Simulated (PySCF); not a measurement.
CH$_{2}$N, doublet, SMILES `[CH]=N`.

Computed with PySCF, PBE0/def2-TZVP, geometry: GFN2-xTB. No frequency check shows the geometry to be a minimum. GFN2-xTB doesn't know the spin state, so this open-shell geometry is rough.

The calculation's input:

```python
import numpy as np
from pyscf import gto, scf, dft
from pyscf.scf import atom_ks, atom_hf
from scipy.linalg import block_diag

def solve(mol, dm0=None, hcore=None):
    mf = (dft.UKS if mol.spin else dft.RKS)(mol, xc='pbe0')
    mf.grids.level = 3
    mf = mf.density_fit(auxbasis='def2-universal-jkfit')
    mf.conv_tol, mf.max_cycle = 1e-8, 80
    if hcore is not None:
        mf.get_hcore = lambda *args: hcore
    mf.kernel(dm0)
    if not mf.converged:
        mf = mf.newton().run(mf.mo_coeff, mf.mo_occ, max_cycle=30)
    assert mf.converged, 'SCF not converged'
    return mf

mol = gto.M(atom='''
C     -0.63550     0.10798     0.00000
N      0.57426     0.09358     0.00000
H     -1.44014    -0.61437     0.00000
H      1.23328    -0.68858     0.00000
''', basis='def2-tzvp', charge=0, spin=1, verbose=4)
mf = solve(mol)
out = dict(e0=mf.e_tot, dm0=mf.make_rdm1(), c=mf.mo_coeff, occ=mf.mo_occ, eps=mf.mo_energy)
for name, dq, spin in [('cation', 1, 0), ('anion', -1, 0)]:
    ion = mol.copy().set(charge=mol.charge + dq, spin=spin).build()
    mi = solve(ion)
    if spin and dq > 0 and mol.nao < 130:
        c, _, stable, _ = mi.stability(return_status=True)
        if not stable:
            mi = solve(ion, mi.make_rdm1(c, mi.mo_occ))
    print(name, 'vertical energy change / eV', (mi.e_tot - mf.e_tot) * 27.211386)
    out.update({'e_' + name: mi.e_tot, 'dm_' + name: mi.make_rdm1(), 's2_' + name: mi.spin_square()[0], 'eps_' + name: mi.mo_energy, 'occ_' + name: mi.mo_occ})
# spherically averaged free atoms, for the promolecule
atm = atom_ks.get_atm_nrks(mol, xc='pbe0')
pro = block_diag(*[(atm[a[0]][2] * atm[a[0]][3]) @ atm[a[0]][2].T for a in mol._atom])
np.savez('result.npz', pro=pro, **out)
```

Run with:

```sh
OMP_NUM_THREADS=1 python input.py
```

The run took 6.7 s on 1 thread of AMD EPYC 7R43 64-Core Processor (Zen 3), with other jobs on the host, peak memory 0.27 GiB.

Partitions, critical points and surface values were worked out afterwards from this run's density.

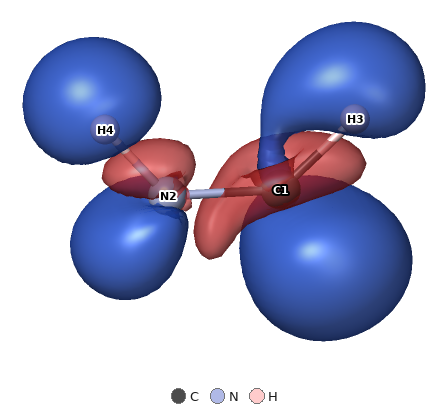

Fukui function f⁺ = ρ(N+1) − ρ(N) at fixed geometry, surfaces at ±0.03 e/Å³ (blue positive, red negative).

Which atoms respond most to the addition of an electron?

f⁺ (Hirshfeld-condensed) is largest on C1 (0.42); the vertical electron affinity is −0.90 eV (to the singlet anion, which needn't be its lowest state; negative, but this basis has no diffuse functions, so it doesn't show that the anion is unbound). Condensed values hint at sites of nucleophilic attack but needn't mark the atom that reacts. Orbital relaxation makes it negative in places (0.09 e in all).

| atom | f⁺ | charge |
| --- | --- | --- |
| C1 | +0.42 | −0.01 |
| N2 | +0.19 | −0.20 |
| H3 | +0.19 | +0.07 |
| H4 | +0.20 | +0.14 |
